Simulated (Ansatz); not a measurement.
# InH (model cell, started as NiAs type): following an unstable mode

Aim: this structure of InH (model cell, started as NiAs type) is to be tested for unstable modes, and one is followed downhill.

Calculated with Ansatz 0.2.0; DFT PBEsol, scalar-relativistic, plane waves, PAW.

The structure was built from a prototype and need not be the compound's stable phase.

### 1. The starting structure

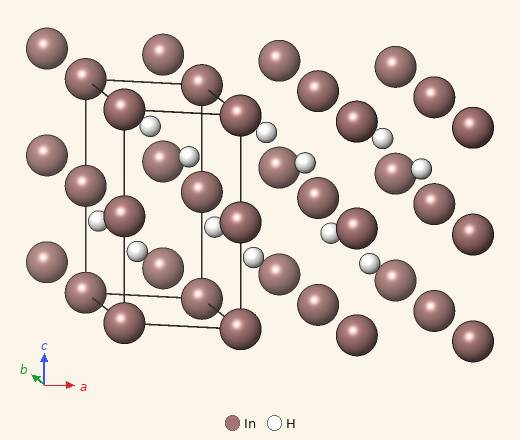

The starting structure, seen slightly off an axis (indium brown, hydrogen white). 3×2×1 cells are drawn. Some periodic images of atoms are drawn too.

### 2. Phonons on a q mesh

The cell comes from relaxations at this level that are not shown. The mesh has a single point along some directions, so zone-edge points there are not solved. Linear response on a 3×3×1 q mesh gives force constants as far as a supercell of that size would.

input.yaml reads:

```yaml
crystal:
  lattice:
    - [3.325888386, -2.5922e-06, 0.0]
    - [-1.6629419481, 2.8803051285, 0.0]
    - [0.0, 0.0, 6.2413504719]
  atoms:
    - { symbol: In, position: [0.0, 0.0, 0.0] }
    - { symbol: In, position: [0.0, 0.0, 0.5] }
    - { symbol: H, position: [0.3333333333, 0.6666666667, 0.25] }
    - { symbol: H, position: [0.6666666667, 0.3333333333, 0.75] }
kpoints:
  mp_grid: { grid: [12, 12, 6] }
hamiltonian:
  xc: pbesol
scf:
  occupations: { method: methfessel_paxton, width: 0.15 }
output:
  eigenvalues: true
phonons:
  method: dfpt
  qmesh: [3, 3, 1]
  temperatures: { t_max: 1000, t_step: 50 }
  qpath:
    path:
      - [[0.0, 0.0, 0.0], [0.5, 0.0, 0.0], [0.33333333, 0.33333333, 0.0], [0.0, 0.0, 0.0], [0.0, 0.0, 0.5], [0.5, 0.0, 0.5], [0.33333333, 0.33333333, 0.5], [0.0, 0.0, 0.5]]
      - [[0.5, 0.0, 0.5], [0.5, 0.0, 0.0]]
      - [[0.33333333, 0.33333333, 0.5], [0.33333333, 0.33333333, 0.0]]
    npoints: 10
```

Run with:

```bash
$ ansatz run input.yaml --threads 4 --pin off --max-ram 7168MiB --backend cpu --events-out ev --progress --plain --runs-dir out
```

Numbers of over 12 decimals in the logs are rounded to 6 here.

What it wrote:

```text
Engine: ansatz 0.2.0, aarch64-unknown-linux-gnu
Pseudopotentials: kind: paw
Pseudopotential: In, paw, valence charge 13, recommended cutoff 420 eV (normal), In.paw.azcp
Pseudopotential: H, paw, valence charge 1, recommended cutoff 420 eV (normal), H.paw.azcp
Functional definition: PBEsol
  exchange = pbesol_x
  correlation = pbesol_c
Crystal: 4 atoms, lattice volume = 59.789 Å³
Basis set: ecut = 420 eV, 1185 PW (Γ), exchange–correlation on 48×48×96 points (8 copies of the dense FFT grid, shifted against one another)
Bands: 18, of which v1, the nominal top of the filled ones, is band 14 counted from 1 (13 counted from 0)
Symmetry: 24 space group operations
k-points: 76 of 864
Non-local potential: In, projectors of the file, l = 0: 2, l = 1: 2, l = 2: 2, l = 3: 2
Non-local potential: H, projectors of the file, l = 0: 2, l = 1: 1
PAW form: soft (Blöchl's): semilocal exchange-correlation on the pseudo side does not see the compensation charge
PAW frozen core: In, regenerated for the run's functional, and the local potential with it (the file was generated under x = pbe(κ = 0.804, μ = 0.219515), c = pbe(β = 0.066725))
PAW one-centre angular grid: In, 590 points (default); XC on 64 Gauss nodes
PAW one-centre angular grid: H, 110 points (default); XC on 64 Gauss nodes
Initial density: superposition of atomic densities (neutral atoms: chi_scale 0, normalization atom), corrected by the library's trained network
Initial wavefunctions: pseudopotential atomic-orbital guess
Functional: x = pbesol(κ = 0.804, μ = 0.123457), c = pbesol(β = 0.046)
SCF iter   1: F=—  HF=-11080.237810 eV  |F-HF|=—  |Δ(HF+E_count)|=         —  Δρ=9.16e-3  dr2=4.61e-2  ethr=1.77e-3  ⟨swp⟩=5.4  Hψ=6443  notcnv=0
preconditioner: auto → Kerker (q_TF=auto, 2.404 Å⁻¹)  [metal: Δε(μ)=0.020 eV  Ē_g=14.823 eV  σ=0.150 eV  W_gap=0.11  n_scr=22 (ndim 8)  ℏωp=25.4 eV  f_vac=0.000  D(μ)=1.03/eV (n_scr^D=2)]
SCF iter   2: F=—  HF=-11080.224275 eV  |F-HF|=—  |Δ(HF+E_count)|=   1.35e-2  S|Δr|=    0.00e0  Δρ=4.48e-3  dr2=1.23e-2  ethr=1.65e-4  ⟨swp⟩=1.0  Hψ=1976  notcnv=0
SCF iter   3: F=—  HF=-11080.220415 eV  |F-HF|=—  |Δ(HF+E_count)|=   3.86e-3  S|Δr|=    0.00e0  Δρ=7.48e-4  dr2=2.41e-4  ethr=4.39e-5  ⟨swp⟩=2.6  Hψ=2230  notcnv=0
SCF iter   4: F=—  HF=-11080.220430 eV  |F-HF|=—  |Δ(HF+E_count)|=   1.59e-5  S|Δr|=    0.00e0  Δρ=2.61e-4  dr2=5.21e-5  ethr=8.61e-7  ⟨swp⟩=2.3  Hψ=2333  notcnv=0
SCF iter   5: F=—  HF=-11080.220440 eV  |F-HF|=—  |Δ(HF+E_count)|=   9.33e-6  S|Δr|=    0.00e0  Δρ=1.86e-4  dr2=1.83e-5  ethr=1.86e-7  ⟨swp⟩=1.0  Hψ=1354  notcnv=0
SCF iter   6: F=—  HF=-11080.220443 eV  |F-HF|=—  |Δ(HF+E_count)|=   3.67e-6  S|Δr|=    0.00e0  Δρ=1.09e-4  dr2=4.97e-6  ethr=6.55e-8  ⟨swp⟩=1.0  Hψ=1354  notcnv=0
SCF iter   7: F=—  HF=-11080.220438 eV  |F-HF|=—  |Δ(HF+E_count)|=   5.22e-6  S|Δr|=    0.00e0  Δρ=8.60e-6  dr2=3.57e-8  ethr=1.77e-8  ⟨swp⟩=2.0  Hψ=2174  notcnv=0
SCF iter   8: F=—  HF=-11080.220438 eV  |F-HF|=—  |Δ(HF+E_count)|=   6.51e-8  S|Δr|=    0.00e0  Δρ=1.06e-6  dr2=8.67e-10  ethr=1.27e-10  ⟨swp⟩=2.0  Hψ=2420  notcnv=0
SCF iter   9: F=-11080.220438 eV  HF=-11080.220438 eV  |F-HF|=3.64e-12  |Δ(HF+E_count)|=  1.95e-10  S|Δr|=    0.00e0  Δρ=1.15e-7  dr2=7.74e-12  ethr=1.00e-12  ⟨swp⟩=5.3  Hψ=6998  notcnv=0
SCF 1 converged in 9 iterations: F = -11080.220438 eV  dr2 = 7.74e-12
  greatest PAW one-centre occupation: 0.983 electrons in one spin orbital (limit 2), on the In atom at site 1 (counted from 0), in its partial waves of l = 2
phonons: the bands overlap, so this run is a metal and interpolates without the dipole-dipole term. If the crystal is really an insulator or semiconductor, its LO-TO splitting is missing
NSCF: frozen V_eff on 76 k-points
NSCF: frozen V_eff on 436 k-points
DFPT response loops at q = (0, 0, 0) (fractional): preconditioner auto → Kerker (q_TF=auto, 2.404 Å⁻¹) (partly filled bands, converged f_vac=0.000); β = 1.00, the filter's whole step (`scf.mixing.beta` (0.50) is not read by the response loops under this deck's `scf.mixing.preconditioner`; to damp them name `kerker` or `kerker_dos`, under which they read `scf.mixing.beta`, and type it under 1.00, their step now; both keys bind the ground state too); Broyden in place of MSR1
NSCF: frozen V_eff on 1728 k-points
DFPT response loops at q = (0, 0.333333, 0) (fractional): mixed as the last ones told, above
NSCF: frozen V_eff on 1728 k-points
DFPT response loops at q = (0.333333, 0.333333, 0) (fractional): mixed as the last ones told, above
SCF converged after 9 iterations
Stability not checked: this state was not tested for a lower state beside it, because cold or Methfessel-Paxton smearing, or corrected tetrahedra, fill the levels in a way that the test cannot read (fill_not_monotonic; see scf.lower_state_search)
Free energy (F): -11080.220438 eV
Harris-Foulkes:  -11080.220438 eV  (|F-HF|=3.64e-12)
Internal energy: -11080.220287 eV  (E = F + TS)
E sigma→0 (E₀):  -11080.220400 eV
Entropy (-TS):   -0.000151 eV (-0.038 meV/atom)
Fermi energy:    9.023595 eV
--- Per-component energies (eV) ---
  E_band       = -69.992287
  E_kinetic    = 507.546108
  E_local      = -2258.347248  (includes V_loc(G=0)·N_el)
  E_nonlocal   = 737.705796
  E_hartree    = 881.798037
  E_xc         = -445.217923
  E_vxc        = -223.094990  (∫ρ·V_xc dr)
  E_paw        = -8163.193944  (= ΣΔE_a)
  E_vpaw       = -597.396298  (= ΣTr[D̂ρ^β])
  E_aug_tail   = -0.001851  (compensation charges beyond the density's cutoff)
  E_ewald      = -2340.981067
  E_core_change = 0.471805  (= ΣΔE_core)
  E_smearing   = -0.000151  (= −TS)
  E_closure    = 0.000000  (closes the sum)
  Σ components = -11080.220438   (vs F -11080.220438, Δ=0.00e0)
--- Band table (eV; the first three rows and the last of 76) ---
  k-point 0: bands = [... 10 lower, -1.2283, 2.6958, 3.1684, 12.4961, 14.7712, 14.9720, 17.0456, 17.0456]
  k-point 1: bands = [... 10 lower, -1.1164, 1.6389, 4.4321, 11.5284, 14.8418, 15.3237, 17.1880, 17.1880]
  k-point 2: bands = [... 10 lower, -0.7780, 0.6013, 6.0820, 9.7542, 15.0363, 15.4739, 17.6054, 17.6054]
  k-point 75: bands = [... 10 lower, 5.0412, 5.0412, 5.9067, 5.9067, 8.2960, 8.2960, 13.3807, 13.3807]
--- Phonons (Γ-DFPT): 4 representative perturbations + reference (Σ response iterations 14) ---
  ASR residual: 6.188e-5 → 0.000e0 eV/Å²; symmetrization residual: 8.775e-7 eV/Å²
  ASR residual per site (eV/Å²): 6.19e-5 6.19e-5 5.71e-5 5.71e-5
  Γ frequencies (cm⁻¹): -556.82 -336.92 -327.93 -327.93 -228.27 -228.27 -42.26 -42.26 0.00 0.00 0.00 131.93
--- Phonons (arbitrary-q DFPT): 3 irreducible q on the 3×3×1 mesh ---
  q = [0.0000, 0.0000, 0.0000] (star 1, of the zone-centre solve; hermiticity 4.52e-7, symmetrization 1.45e-8): -556.82 -336.92 -327.93 -327.93 -228.27 -228.27 -42.26 -42.26 -0.00 -0.00 -0.00 131.93
  q = [0.0000, 0.3333, 0.0000] (star 6, 6 solved perturbations in 3660 linear systems a pass and spin channel, the states on 864 of 864 k-point pairs; hermiticity 2.13e-7, symmetrization 6.59e-8): -684.63 -570.98 -484.58 -350.37 -338.23 -147.05 -43.30 -24.81 53.25 80.53 99.36 123.12
  q = [0.3333, 0.3333, 0.0000] (star 2, 4 solved perturbations in 1726 linear systems a pass and spin channel, the states on 864 of 864 k-point pairs; hermiticity 1.54e-7, symmetrization 5.48e-8): -600.67 -533.54 -461.92 -461.92 -289.08 -289.08 -54.13 86.06 86.06 91.05 91.05 116.82
  sum rule: each row above includes the acoustic sum rule's correction from the zone centre's row sums; it moved no ω² by more than (3.92 cm⁻¹)²
  mesh force constants: q→R imaginary residual 0.00e0; ASR residual 6.188e-5 → 0.000e0 eV/Å²; symmetrization residual 2.665e-15 eV/Å²
  interpolated dispersion: 93 rows × 12 modes
  density of states and harmonic sums: on the 21×21×10 q-mesh, interpolated from the force constants of a 3×3×1 supercell (no non-analytic term)
  largest difference from the sums on the solved wave vectors: F 3.64e-1 eV, S 4.73e-4 and C_V 1.12e-4 eV/K
  zero-point energy: 0.023517 eV/cell   skipped modes (ω ≤ 0): 2006, of them read as no rigid motion or as one in doubt: 2003 (6.839e0 modes/cell left out, lowest -684.63 cm⁻¹)   left out of the sums: 5.70e-1 of the cell's modes: C_V's classical limit lies that fraction below 3 k_B per atom; for a crystal, a wire or a layer, F and S can be off by more, and a phonons.interpolated_qmesh denser along its periods is the remedy for the sampling
```

Wall time 3.7 min (4 threads of Arm Neoverse V1, shared host); peak memory 2.4 GiB; 14 min of CPU time.

Numbers from this step:

```yaml
volume_per_atom: 14.95 Å³
gap_on_the_k_mesh: 0 eV
sum_rule_residual_before_enforcement: 6.19e-5 eV/Å²
point_group: 6/mmm
highest_optical_mode_at_the_zone_centre_no_lo_to_term: 131.9 cm⁻¹
lowest_optical_zone_centre_mode: -556.8 cm⁻¹
lowest_mode_on_the_q_mesh_acoustic_modes_at_gamma_apart: -684.6 cm⁻¹
highest_frequency_at_a_solved_wavevector_no_lo_to_term_at_gamma: 131.9 cm⁻¹
```

Frequencies (cm⁻¹) solved at each irreducible wavevector; negative means imaginary. Frequencies by wavevector, by row:

```csv
q in reciprocal lattice units,star,mode 1,mode 2,mode 3,mode 4,mode 10,mode 11,mode 12
0 0 0,1,-556.8,-336.9,-327.9,-327.9,0,0,131.9
0 0.3333 0,6,-684.6,-571,-484.6,-350.4,80.5,99.4,123.1
0.3333 0.3333 0,2,-600.7,-533.5,-461.9,-461.9,91,91,116.8
```

Symmetry leaves 3 wavevectors to solve. The lowest mode among them, the acoustic zeros apart, lies at q = (0, 0.333, 0) and is imaginary, 684.6i cm⁻¹, so the energy falls along it.

### 3. The mode frozen in, largest atomic shift 0 Å

The mode followed lies at q = (0.333, 0.333, 0) with frequency 600.7i cm⁻¹, one of the unstable modes though not the softest. At small amplitude the distorted cell has space group no. 193 by a symmetry search on the positions. The undistorted cell that holds it gives the zero of energy on the same k mesh.

System of this step: InH (model cell, started as NiAs type). Symmetry: P6_3/mmc, No. 194, hexagonal system. The conventional cell has a = 3.326 Å, b = 3.326 Å, c = 6.241 Å, α = 90.00°, β = 90.00°, γ = 120.00°. In has 6 H at 2.47 Å nearest. Nearest to H lie 6 In at 2.47 Å. Farther neighbours are not listed.

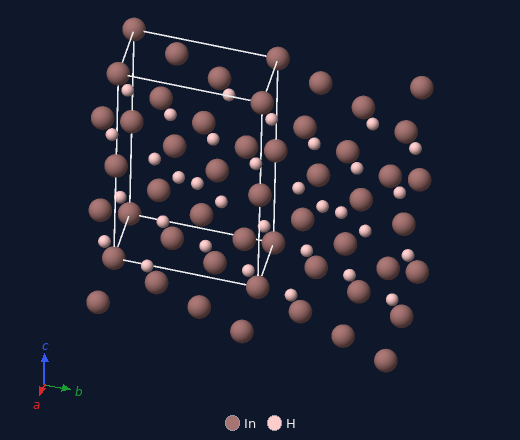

The cell of this step (indium brown, hydrogen pink). 2×2×1 cells are drawn. Some periodic images of atoms are drawn too.

input.yaml reads:

```yaml
crystal:
  lattice:
    - [-4.9888348238, -2.8802999441, 0.0]
    - [-4.988830334, 2.8803077207, 0.0]
    - [0.0, 0.0, -6.2413504719]
  atoms:
    - { symbol: In, position: [0.0, 0.0, 0.0] }
    - { symbol: In, position: [0.6666666667, 0.6666666667, 0.0] }
    - { symbol: In, position: [0.3333333333, 0.3333333333, 0.0] }
    - { symbol: In, position: [0.0, 0.0, 0.5] }
    - { symbol: In, position: [0.6666666667, 0.6666666667, 0.5] }
    - { symbol: In, position: [0.3333333333, 0.3333333333, 0.5] }
    - { symbol: H, position: [0.3333333333, 1.0, 0.75] }
    - { symbol: H, position: [0.0, 0.6666666667, 0.75] }
    - { symbol: H, position: [0.6666666667, 0.3333333333, 0.75] }
    - { symbol: H, position: [0.3333333333, 0.6666666667, 0.25] }
    - { symbol: H, position: [0.0, 0.3333333333, 0.25] }
    - { symbol: H, position: [0.6666666667, 1.0, 0.25] }
kpoints:
  mp_grid: { grid: [6, 6, 6] }
hamiltonian:
  xc: pbesol
scf:
  occupations: { method: methfessel_paxton, width: 0.15 }
output:
  forces: true
  stress: true
  eigenvalues: true
```

What it wrote:

```text
[...]
Crystal: 12 atoms, lattice volume = 179.368 Å³
Basis set: ecut = 420 eV, 3513 PW (Γ), exchange–correlation on 80×80×90 points (8 copies of the dense FFT grid, shifted against one another)
Bands: 54, of which v1, the nominal top of the filled ones, is band 42 counted from 1 (41 counted from 0)
Symmetry: 72 space group operations
[...]
k-points: 28 of 216
[...]
k-point 0: bands = [... 38 lower, 4.9579, 8.8550, 8.8550, 9.2086, 9.2086, 10.0334, 10.0334, 10.0334, ... 7 higher]
  k-point 1: bands = [... 38 lower, 5.0596, 7.7102, 7.7102, 9.2349, 9.2349, 9.2349, 9.2349, 10.6246, ... 7 higher]
  k-point 2: bands = [... 38 lower, 6.0772, 6.6776, 6.6776, 8.5514, 8.5514, 8.5514, 8.5514, 9.7478, ... 7 higher]
  k-point 27: bands = [... 38 lower, 7.9845, 7.9845, 7.9845, 7.9845, 10.5086, 10.5086, 10.5086, 10.5086, ... 7 higher]
[key lines of the parts left out:]
SCF converged after 7 iterations
Free energy (F): -33240.698182 eV
Fermi energy:    9.123298 eV
P = ⅓ Tr σ = -0.3973 GPa (-3.973 kbar)
```

Elapsed: 4.4 s, on 4 threads; peak memory 0.64 GiB.

Numbers from this step:

| Property | Result |
| --- | --- |
| pressure | -0.3973 GPa |
| energy from the undistorted cell | 0 meV/atom |

The run ends at a pressure of -0.40 GPa.

### 4. The mode frozen in, largest atomic shift 0.45 Å

The atoms are moved along the unstable eigenvector, the largest shift by 0.45 Å, with the cell fixed.

input.yaml reads:

```yaml
crystal:
  lattice:
    - [-4.9888348238, -2.8802999441, 0.0]
    - [-4.988830334, 2.8803077207, 0.0]
    - [0.0, 0.0, -6.2413504719]
  atoms:
    - { symbol: In, position: [-1.9e-09, 1.0e-09, 0.0] }
    - { symbol: In, position: [0.6666666686, 0.6666666657, 0.0] }
    - { symbol: In, position: [0.3333333333, 0.3333333333, 0.0] }
    - { symbol: In, position: [-1.9e-09, 1.0e-09, 0.5] }
    - { symbol: In, position: [0.6666666686, 0.6666666657, 0.5] }
    - { symbol: In, position: [0.3333333333, 0.3333333333, 0.5] }
    - { symbol: H, position: [0.3333333333, 1.0781167589, 0.75] }
    - { symbol: H, position: [0.0781173816, 0.5885510133, 0.75] }
    - { symbol: H, position: [0.5885492851, 0.3333350616, 0.75] }
    - { symbol: H, position: [0.3333333333, 0.5885499078, 0.25] }
    - { symbol: H, position: [0.0781173816, 0.3333316051, 0.25] }
    - { symbol: H, position: [0.5885492851, 1.0781156533, 0.25] }
kpoints:
  mp_grid: { grid: [6, 6, 6] }
hamiltonian:
  xc: pbesol
scf:
  occupations: { method: methfessel_paxton, width: 0.15 }
output:
  forces: true
  stress: true
  eigenvalues: true
```

What it wrote:

```text
[...]
k-point 0: bands = [... 38 lower, 5.7240, 8.4050, 8.6854, 8.8596, 9.3623, 9.3623, 9.4419, 9.9066, ... 8 higher]
  k-point 1: bands = [... 38 lower, 5.6972, 7.3504, 7.8098, 8.6869, 8.6869, 9.6367, 9.6367, 10.0787, ... 8 higher]
  k-point 2: bands = [... 38 lower, 5.5403, 6.7844, 6.9413, 8.2462, 8.2462, 8.8823, 8.8823, 10.1626, ... 8 higher]
  k-point 27: bands = [... 38 lower, 7.4953, 7.4953, 8.7505, 8.7505, 10.1657, 10.1657, 10.7929, 10.7929, ... 8 higher]
[key lines of the parts left out:]
SCF converged after 7 iterations
Free energy (F): -33241.154851 eV
Fermi energy:    9.007385 eV
P = ⅓ Tr σ = 1.1106 GPa (11.106 kbar)
```

Run time: 4.8 s. Hardware: 4 threads; peak memory 0.64 GiB; 18 s of CPU time.

This step gave:

| Item | Value |
| --- | --- |
| pressure | 1.111 GPa |
| energy from the undistorted cell | -37.8 meV/atom |

The energy, extrapolated to zero smearing, is -37.80 meV/atom against the undistorted cell.

The run ends at a pressure of 1.11 GPa, with forces up to 0.0092 eV/Å.

### 5. Energy along the mode, all amplitudes (two of the runs are shown above)

An imaginary frequency means negative curvature, so the energy should fall and then rise again as anharmonic terms take over.

Numbers from this step:

- depth at the lowest point sampled: 37.8 meV/atom
- largest atomic shift at that point: 0.45 Å

Table of energy from the parent by largest shift of an atom, one sign:

```csv
"largest shift of an atom, one sign (Å)",energy from the parent (meV/atom)
0.000,0
0.040,-0.47
0.080,-2.19
0.140,-7.37
0.220,-17.3
0.320,-30.0
0.450,-37.8
0.600,-20.2
```

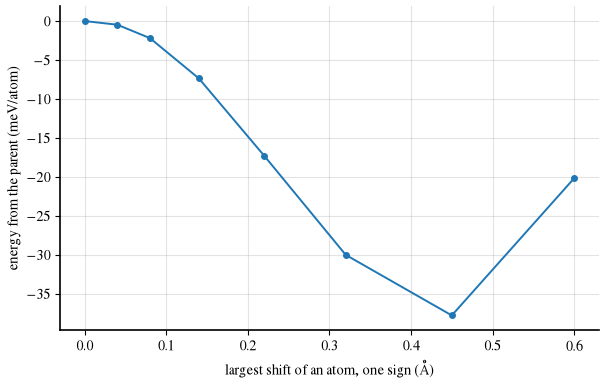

Energy from the parent against largest shift of an atom, one sign.

Displacement at unit largest shift by atom:

```csv
atom,x (Å),y (Å),z (Å),size
In1,0.00,0.00,0.00,0.00
In2,0.00,0.00,0.00,0.00
In3,0.00,0.00,0.00,0.00
In4,0.00,0.00,0.00,0.00
In5,0.00,0.00,0.00,0.00
In6,0.00,0.00,0.00,0.00
H7,-0.87,0.50,0.00,1.00
H8,0.00,-1.00,0.00,1.00
H9,0.87,0.50,0.00,1.00
H10,0.87,-0.50,0.00,1.00
H11,-0.87,-0.50,0.00,1.00
H12,0.00,1.00,0.00,1.00
```

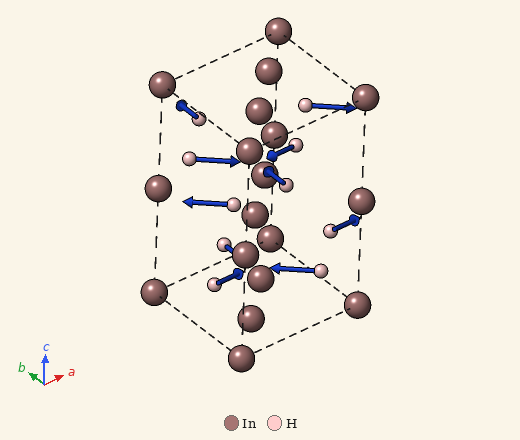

Displacement at unit largest shift as arrows, the longest 1 Å. Some periodic images of atoms are drawn too.

The lowest of the steps tried is at 0.45 Å, 37.8 meV/atom below the parent; the bottom of the well need not coincide with a step.

[end of part 1 of 2]

[Logs are printed without paths, hosts, clocks, repeated set-up lines and the standing remarks that a program may print on its own settings, such as how far it seeks lower states.]

[Hosts, paths, dates, database ids (printed as entryN), source tags and the programs' standing remarks are cut or masked in the printed files.]
